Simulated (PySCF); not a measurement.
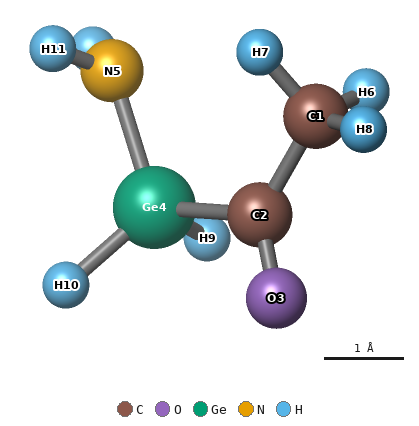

Fig. 1: The structure (ball-and-stick view, seen at a tilt; atoms are numbered from 1 in the order of the input). Sticks mark near contacts. Bond lengths as drawn: C–C 1.50 Å, C–Ge 2.01 Å, C–H 1.10 Å, C–O 1.21 Å, Ge–H 1.54 Å, Ge–N 1.84 Å and H–N 1.02 Å.

## What a change does: excited-state calculation on C₂H₇GeNO

System: C₂H₇GeNO.
Method of run 1: TDDFT PBE0/def2-TZVPD, vertical, gas phase, core orbitals frozen in the response (PySCF 2.14.0).

The geometry comes from this level: PBE0-D3(BJ)/def2-SVP. Text and figures count atoms from 1; the logs count them from 0 in places.

Input file, run 1:
```
{"job": {"kind": "uv", "xc": "PBE0", "basis": "def2-TZVPD"}, "charge": 0, "multiplicity": 1}
C     -1.641931     0.308015     0.746761
C     -0.914770    -0.863906     0.149965
O     -1.450153    -1.916570    -0.099250
Ge     1.052615    -0.675107    -0.212494
N      1.459432     1.120324    -0.310392
H     -1.265577     0.477475     1.769768
H     -1.414142     1.228289     0.187305
H     -2.723072     0.112037     0.775735
H      1.847090    -1.238008     0.981098
H      1.374956    -1.480071    -1.489801
H      1.320759     1.542647    -1.224649
H      2.393713     1.359422     0.010525
```

The first line tells a small driver script what to run in PySCF; the rest is the geometry in Å.

Launched with:
```bash
OMP_NUM_THREADS=1 python <driver script> task.json out
```

Hardware: 1 CPU thread, shared host.

Output (run 1):
```
coarse grid: 45384 points
cycle   1  E = -2286.8116402673  dE = -1.535e-01  |g| = 1.044e+00  |ddm| = 3.202e+00
cycle   2  E = -2286.2824677653  dE =  5.292e-01  |g| = 1.960e+00  |ddm| = 2.143e+00
cycle   3  E = -2286.9617843227  dE = -6.793e-01  |g| = 3.389e-01  |ddm| = 1.518e+00
cycle   4  E = -2286.9806590457  dE = -1.887e-02  |g| = 7.971e-02  |ddm| = 2.631e-01
cycle   5  E = -2286.9815941735  dE = -9.351e-04  |g| = 3.114e-02  |ddm| = 8.064e-02
cycle   6  E = -2286.9817904583  dE = -1.963e-04  |g| = 7.359e-03  |ddm| = 3.301e-02
cycle   7  E = -2286.9818010842  dE = -1.063e-05  |g| = 1.922e-03  |ddm| = 6.953e-03
cycle   8  E = -2286.9818018346  dE = -7.504e-07  |g| = 3.933e-04  |ddm| = 2.278e-03
final grid: 95264 points
cycle   9  E = -2286.9817892838  dE = -6.512e-09  |g| = 6.177e-04  |ddm| = 1.233e-02
cycle  10  E = -2286.9817890951  dE =  1.887e-07  |g| = 1.191e-03  |ddm| = 1.220e-03
cycle  11  E = -2286.9817893566  dE = -2.615e-07  |g| = 1.391e-04  |ddm| = 6.759e-04
cycle  12  E = -2286.9817893605  dE = -3.990e-09  |g| = 1.217e-05  |ddm| = 1.021e-04
cycle  13  E = -2286.9817893606  dE = -2.274e-11  |g| = 4.445e-06  |ddm| = 2.040e-05
converged SCF energy = -2286.9817893606

Static polarisability (au): isotropic 70.106, principal 56.858 73.026 80.434

Singlet excitations
state   eV       nm        f      main configurations
  1   3.5466    349.6   0.00143   H->L 0.94
  2   5.4222    228.7   0.00206   H->L+1 0.54, H-1->L 0.39
  3   5.5841    222.0   0.00876   H-1->L 0.57, H->L+1 0.41
  4   6.0357    205.4   0.02902   H->L+2 0.96
  5   6.3898    194.0   0.02683   H-1->L+1 0.93
  6   6.6597    186.2   0.19384   H->L+3 0.80, H->L+4 0.13
  7   6.7423    183.9   0.00960   H->L+4 0.85, H->L+3 0.11
  8   7.0339    176.3   0.00693   H->L+5 0.92
  9   7.2262    171.6   0.01021   H->L+6 0.54, H-1->L+2 0.27
 10   7.3149    169.5   0.04378   H-1->L+2 0.57, H->L+6 0.29

Triplet excitations (Tamm-Dancoff, eV): 2.8804 5.2273 5.4622 5.7316
```

For run 2 the input was changed thus:
```diff
-"basis": "def2-TZVPD"
+"basis": "aug-cc-pVDZ"
```

How does run 2 compare with run 1?

The total energy of run 2 is 55.5 kcal/mol higher, which measures the change of basis and not a stability. The strongest computed line goes from 6.66 to 6.49 eV. The SCF takes 12 iterations against 13. The basis functions go from 268 to 191.

Output (run 2):
```
coarse grid: 45384 points
cycle   1  E = -2286.7520362925  dE = -1.320e-01  |g| = 8.159e-01  |ddm| = 7.035e+00
cycle   2  E = -2286.2906690261  dE =  4.614e-01  |g| = 1.700e+00  |ddm| = 3.116e+00
cycle   3  E = -2286.8842202223  dE = -5.936e-01  |g| = 2.003e-01  |ddm| = 2.092e+00
cycle   4  E = -2286.8916696009  dE = -7.449e-03  |g| = 8.524e-02  |ddm| = 3.982e-01
cycle   5  E = -2286.8931890923  dE = -1.519e-03  |g| = 1.981e-02  |ddm| = 1.405e-01
cycle   6  E = -2286.8932779700  dE = -8.888e-05  |g| = 5.093e-03  |ddm| = 4.271e-02
cycle   7  E = -2286.8932842580  dE = -6.288e-06  |g| = 1.149e-03  |ddm| = 1.000e-02
final grid: 95264 points
cycle   8  E = -2286.8932776932  dE =  5.982e-07  |g| = 2.166e-03  |ddm| = 9.107e-03
cycle   9  E = -2286.8932744503  dE =  3.243e-06  |g| = 4.636e-03  |ddm| = 7.692e-03
cycle  10  E = -2286.8932786213  dE = -4.171e-06  |g| = 1.577e-04  |ddm| = 5.108e-03
cycle  11  E = -2286.8932786279  dE = -6.593e-09  |g| = 2.896e-05  |ddm| = 3.594e-04
cycle  12  E = -2286.8932786281  dE = -1.960e-10  |g| = 9.570e-06  |ddm| = 6.476e-05
converged SCF energy = -2286.8932786281

Static polarisability (au): isotropic 70.476, principal 56.975 73.567 80.887

Singlet excitations
state   eV       nm        f      main configurations
  1   3.5550    348.8   0.00147   H->L 0.93
  2   5.2541    236.0   0.00098   H->L+1 0.82, H-1->L 0.09
  3   5.5284    224.3   0.01258   H-1->L 0.87, H->L+1 0.11
  4   5.8106    213.4   0.04167   H->L+2 0.93
  5   6.1817    200.6   0.01661   H-1->L+1 0.91
  6   6.2502    198.4   0.04367   H->L+3 0.93
  7   6.3373    195.6   0.01802   H->L+4 0.82, H->L+5 0.10
  8   6.4894    191.1   0.09065   H->L+5 0.86, H->L+4 0.10
  9   6.6810    185.6   0.02720   H->L+6 0.91
 10   6.9070    179.5   0.01693   H->L+7 0.90

Triplet excitations (Tamm-Dancoff, eV): 2.8973 5.1009 5.3806 5.6962
```

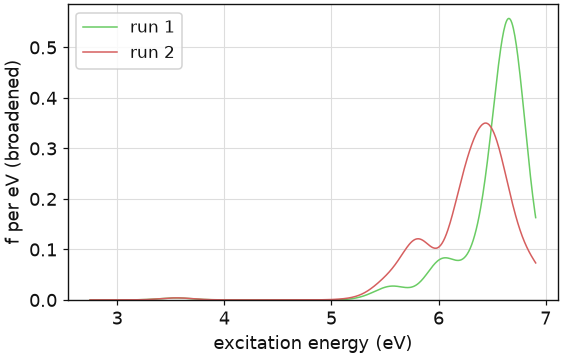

Fig. 2: Absorption of the two runs from their computed states, each broadened by a Gaussian of 0.35 eV full width; the range ends where the shorter list of states ends.

The two runs side by side:

```csv
quantity,run 1,run 2
outcome,converged,converged
total energy (hartree),−2286.981789,−2286.893279
HOMO (eV),−6.66,−6.65
LUMO (eV),−1.08,−1.08
dipole moment (D),3.00,2.99
lowest excitation (eV),3.55,3.56
SCF iterations,13,12
strongest computed line (eV),6.66,6.49
basis functions,268,191
wall time (shared host),55 s,32 s
```

For both runs: Spin–orbit coupling is left out, which matters for the heavy atoms.
